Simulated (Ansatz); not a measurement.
# CCSD(T)/3-21G run of H2S (hydrogen sulfide)

What is the energy change on altering one bond length of H2S (hydrogen sulfide) at CCSD(T)/3-21G? 

Program for the calculation: Ansatz 0.2.0.

56 further runs of the same task are left out: 2 that didn't finish, 54 set aside as unsound or not needed.

### 1 Starting point

The species is H2S (3 atoms), meant as a singlet with charge 0. As SMILES, `S`. Geometry: relaxed at PBE0-D4/def2-TZVP.

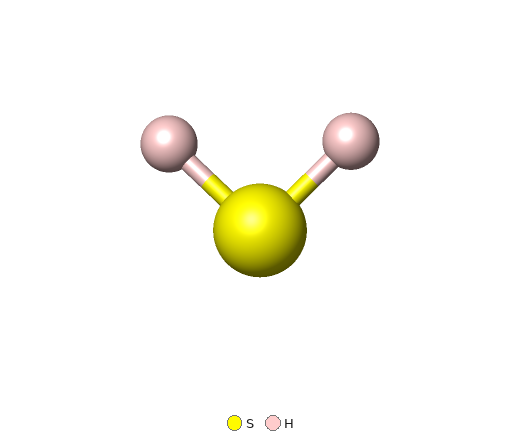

The structure, seen from a chosen angle (sulfur yellow, hydrogen pink).

### 2 The energy at CCSD(T)/3-21G

run.yaml reads:

```yaml
basis:
  gaussian: {orbitals: 3-21G.json}
crystal:
  periodic: [false, false, false]
  atoms:
    - {symbol: S, position_ang: [0.495500, -0.280600, 0.243900]}
    - {symbol: H, position_ang: [0.097900, 0.997700, 0.162400]}
    - {symbol: H, position_ang: [-0.593400, -0.717100, -0.406300]}
correlation: {method: ccsd_t, frozen_orbitals: {H: 0, S: 5}}
accuracy: high
scf: {omitted_lower_state_checks: [cluster_reference, increment]}
```

The basis set 3-21G is read from a file made from the Basis Set Exchange's data (not shown).

Command:

```console
$ ansatz run run.yaml --threads 1 --pin off --max-ram 2610MiB --events-out events.jsonl --progress --plain --runs-dir runs
```

Standard output, shortened:

```text
Warning: RAYON_NUM_THREADS=1 ignored (pool sized by the plan → 1); use --threads N
Functional definition: HF
  name "HF"
[...]
315 factors; integrals over basis functions are off by at most 4.1e-9 eV
[...]
mean field -10794.86969200 eV, -396.7041441556 hartree, gradient 8.5e-9 eV, S^2 0.000000; 0 other end points of the search recorded, 0 dependent functions left out
5 core orbitals not correlated: weight in the atoms' cores, before any rotation towards them, 1.000 or more for the frozen orbitals, at most 0.000 for the correlated occupied ones
reference -10794.86969200 eV, -396.7041441556 hartree; 4, 4 occupied and 8, 8 virtual orbitals, 315 factors
second order -1.67457780 eV of doubles, -0.00000000 eV of singles
cycle   1  -1.96945772 eV  change   -2.9e-1 eV  update   4.0e-2
[...]
cycle  16  -2.09637600 eV  change   3.2e-10 eV  update  2.3e-10
perturbative correction -0.01561182 eV, -0.0005737237 hartree
Total energy: -10796.98167982 eV, -396.7817582764 hartree
Checks for a lower state left out: cluster_reference, increment
```

Run time: 0.2 s. Hardware: 1 thread of Arm Neoverse V1, shared host.

### 3 The distorted shape at the same level

in.yaml reads:

```yaml
crystal:
  periodic: [false, false, false]
  atoms:
    - {symbol: S, position_ang: [0.767739, -0.171469, 0.406458]}
    - {symbol: H, position_ang: [0.370139, 1.106831, 0.324958]}
    - {symbol: H, position_ang: [-0.593400, -0.717100, -0.406300]}
basis:
  gaussian: {orbitals: 3-21G.json}
correlation: {method: ccsd_t, frozen_orbitals: {H: 0, S: 5}}
accuracy: high
scf: {omitted_lower_state_checks: [cluster_reference, increment]}
```

The basis set 3-21G is read from a file made from the Basis Set Exchange's data (not shown).

Command:

```console
$ ansatz run in.yaml --threads 1 --pin off --max-ram 2610MiB --events-out events.jsonl --progress --plain --runs-dir runs
```

Standard output, shortened:

```text
Warning: RAYON_NUM_THREADS=1 ignored (pool sized by the plan → 1); use --threads N
Functional definition: HF
  name "HF"
[...]
314 factors; integrals over basis functions are off by at most 3.6e-9 eV
[...]
mean field -10794.09287536 eV, -396.6755966704 hartree, gradient 8.1e-9 eV, S^2 0.000000; 0 other end points of the search recorded, 0 dependent functions left out
5 core orbitals not correlated: weight in the atoms' cores, before any rotation towards them, 1.000 or more for the frozen orbitals, at most 0.000 for the correlated occupied ones
reference -10794.09287536 eV, -396.6755966704 hartree; 4, 4 occupied and 8, 8 virtual orbitals, 314 factors
second order -1.83124517 eV of doubles, -0.00000000 eV of singles
cycle   1  -2.16693830 eV  change   -3.4e-1 eV  update   5.3e-2
[...]
cycle  19  -2.35993495 eV  change  -2.2e-11 eV  update  1.5e-10
perturbative correction -0.02231430 eV, -0.0008200355 hartree
Total energy: -10796.47512461 eV, -396.7631427158 hartree
Checks for a lower state left out: cluster_reference, increment
```

It took 0.2 s on 1 thread of Arm Neoverse V1, shared host.

### 4 What came out

At CCSD(T)/3-21G, 5 core orbitals frozen:

```
                                                         quantity          value
                                        first shape: total energy  -396.78176 Eh
         first shape: correlation energy (5 core orbitals frozen)      -77.6 mEh
                                      first shape: (T) correction      -0.57 mEh
                                       first shape: T1 diagnostic          0.005
                                    distorted shape: total energy  -396.76314 Eh
     distorted shape: correlation energy (5 core orbitals frozen)      -87.5 mEh
                                  distorted shape: (T) correction      -0.82 mEh
                                   distorted shape: T1 diagnostic          0.009
energy change with the S1–H3 bond stretched from 1.341 to 1.677 Å       0.507 eV
```

With the S1–H3 bond stretched from 1.341 to 1.677 Å the energy rises by 0.51 eV (48.9 kJ/mol). The first shape isn't relaxed at this level, so the change isn't measured from a minimum. The triples (first shape) make up 0.7 % of the correlation energy. The triples (distorted shape) make up 0.9 % of the correlation energy.
